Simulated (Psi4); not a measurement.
**B3LYP/2ZaPa-NR (sweep point 1) run of H2O3 (trioxidane)**

Aim: the vertical electron affinity of H2O3 (trioxidane) at B3LYP/2ZaPa-NR (sweep point 1), from 2 runs. 

Program for the calculation: Psi4 1.11.

### 1 The system as given

H2O3: 5 atoms, total charge 0, spin state singlet. As SMILES, `OOO`. Geometry: relaxed at PBE0-D4/def2-TZVP. This is a higher conformer, about 11 kJ/mol above the lowest found by a separate search.

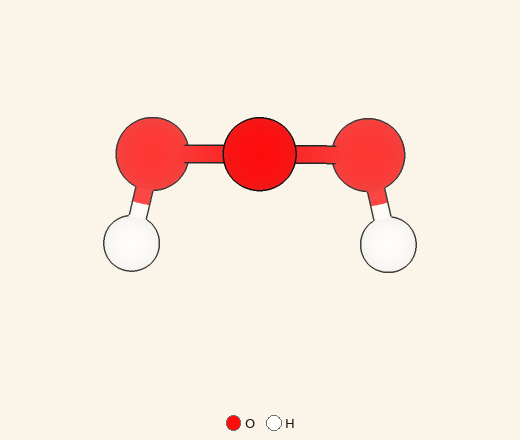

The structure, seen from a chosen angle (oxygen red, hydrogen white).

### 2 The energy at B3LYP/2ZaPa-NR (sweep point 1)

File job.in:

```
memory 1600 MB

molecule mol {
  0 1
  O     -1.82985960    -1.32275160    -0.27614568
  O     -0.25256190    -0.08235426     1.45554265
  O      2.21681882    -0.12632819     0.49336970
  H     -2.47631601     0.05329028    -1.29482144
  H      2.34189979     1.47814377    -0.37792633
  units au
  symmetry c1
}

set globals {
  basis                2ZaPa-NR
  puream               true
  scf_type             pk
  dft_radial_points    99
  dft_spherical_points 590
}

result, w = energy('b3lyp', return_wfn=True)
```

Launch:

```console
$ psi4 -i job.in -o job.out -n 1
```

job.out (excerpt; [...] marks lines left out):

```text
[...]
  Running in c1 symmetry.
[...]
  Nuclear repulsion =   79.855181649883264
[...]
  Multiplicity = 1
[...]
  Nalpha       = 13
  Nbeta        = 13
[...]
    Number of basis functions: 66
[...]
   @RKS iter   1:  -226.60765378295295   -3.65186e-01   9.31030e-03 ADIIS/DIIS
[...]
   @RKS iter   8:  -226.75037295960192   -3.56582e-09   4.08560e-07 DIIS
[...]
    Orbital Energies [Eh]
    ---------------------
    Doubly Occupied:
       1A    -19.270031     2A    -19.219942     3A    -19.219926
       4A     -1.219031     5A     -1.057606     6A     -0.856572
       7A     -0.592636     8A     -0.557287     9A     -0.492955
      10A     -0.449736    11A     -0.344805    12A     -0.337736
      13A     -0.313436
[...]
  @RKS Final Energy:  -226.75037295960192
   => Energetics <=
    Nuclear Repulsion Energy =             79.8551816498832636
    One-Electron Energy =                -470.0204919116737869
    Two-Electron Energy =                 184.7608863544689655
    DFT Exchange-Correlation Energy =     -21.3459490522803499
    Empirical Dispersion Energy =           0.0000000000000000
    VV10 Nonlocal Energy =                  0.0000000000000000
    Total Energy =                       -226.7503729596019184
[...]
 Multipole Moments:
 ------------------------------------------------------------------------------------
     Multipole            Electronic (a.u.)      Nuclear  (a.u.)        Total (a.u.)
 ------------------------------------------------------------------------------------
 L = 1.  Multiply by 2.5417464519 to convert [e a0] to [Debye]
 Dipole X            :         -0.0654796           -0.1066163           -0.1720960
 Dipole Y            :         -0.1242238            1.2147721            1.0905483
 Dipole Z            :          0.5368567           -1.3268717           -0.7900150
 Magnitude           :                                                    1.3575847
[...]
```

Wall time 11 s (1 thread of Intel Xeon at 2.70GHz, shared host); peak memory 0.79 GiB.

### 3 The doublet anion, same level

File job.inp:

```
memory 1600 mb

molecule system {
  -1 2
  O     -1.82985960    -1.32275160    -0.27614568
  O     -0.25256190    -0.08235426     1.45554265
  O      2.21681882    -0.12632819     0.49336970
  H     -2.47631601     0.05329028    -1.29482144
  H      2.34189979     1.47814377    -0.37792633
  units au
  symmetry c1
}

set globals {
  basis                2ZaPa-NR
  reference            uks
  puream               true
  scf_type             pk
  dft_radial_points    99
  dft_spherical_points 590
  maxiter              100
}

energy("b3lyp")
print_variables()
```

Launch:

```console
$ psi4 -n 1 job.inp job.out
```

job.out (excerpt; [...] marks lines left out):

```text
[...]
  Running in c1 symmetry.
[...]
  Nuclear repulsion =   79.855181649883264
[...]
  Multiplicity = 2
[...]
  Nalpha       = 14
  Nbeta        = 13
[...]
    Number of basis functions: 66
[...]
   @UKS iter   1:  -226.30938489493712   -6.69169e-02   1.34175e-02 DIIS/ADIIS
[...]
   @UKS iter  12:  -226.73821172302502   -2.08547e-09   7.13954e-07 DIIS
[...]
   @S^2 Observed:                7.501473405E-01
[...]
    Orbital Energies [Eh]
    ---------------------
    Alpha Occupied:
       1A    -19.096283     2A    -19.043551     3A    -19.043539
       4A     -1.044538     5A     -0.882180     6A     -0.682325
       7A     -0.417777     8A     -0.384781     9A     -0.324157
      10A     -0.279178    11A     -0.173765    12A     -0.166058
      13A     -0.141694    14A      0.063877
    Alpha Virtual:
      15A      0.107237    16A      0.150214    17A      0.208534
      18A      0.224751    19A      0.232424    20A      0.248673
      21A      0.280213    22A      0.282770    23A      0.289319
      24A      0.291731    25A      0.298248    26A      0.311274
[...]
  @UKS Final Energy:  -226.73821172302502
   => Energetics <=
    Nuclear Repulsion Energy =             79.8551816498832636
    One-Electron Energy =                -474.5160174534283328
    Two-Electron Energy =                 189.3659790694735250
    DFT Exchange-Correlation Energy =     -21.4433549889534731
    Empirical Dispersion Energy =           0.0000000000000000
    VV10 Nonlocal Energy =                  0.0000000000000000
    Total Energy =                       -226.7382117230250174
[...]
 Multipole Moments:
 ------------------------------------------------------------------------------------
     Multipole            Electronic (a.u.)      Nuclear  (a.u.)        Total (a.u.)
 ------------------------------------------------------------------------------------
 L = 1.  Multiply by 2.5417464519 to convert [e a0] to [Debye]
 Dipole X            :          0.1452018           -0.1066163            0.0385855
 Dipole Y            :         -2.1646776            1.2147721           -0.9499056
 Dipole Z            :          2.5984494           -1.3268717            1.2715777
 Magnitude           :                                                    1.5876773
[...]
```

It took 19 s on 1 thread of Intel Xeon at 2.70GHz, shared host; peak memory 0.79 GiB.

### 4 What came out

At B3LYP/2ZaPa-NR (sweep point 1):

```
                                         quantity          value
                       singlet H2O3: total energy  -226.75037 Eh
                      singlet H2O3: dipole moment         3.45 D
                        singlet H2O3: HOMO energy       -8.53 eV
                        singlet H2O3: LUMO energy       -0.96 eV
                      singlet H2O3: HOMO–LUMO gap        7.57 eV
                      doublet anion: total energy  -226.73821 Eh
doublet anion: HOMO energy (highest over α and β)        1.74 eV
 doublet anion: LUMO energy (lowest over α and β)        2.92 eV
                              doublet anion: ⟨S²⟩          0.750
vertical electron affinity (to the doublet anion)      -0.331 eV
```

What this shows: The anion lies 0.33 eV (31.9 kJ/mol) above the neutral: the electron isn't bound at this level, and such a value depends on the basis. Without diffuse functions anions come out too high. The HOMO (doublet anion) lies at positive energy, 1.74 eV; only total energies tell whether the electron is bound.
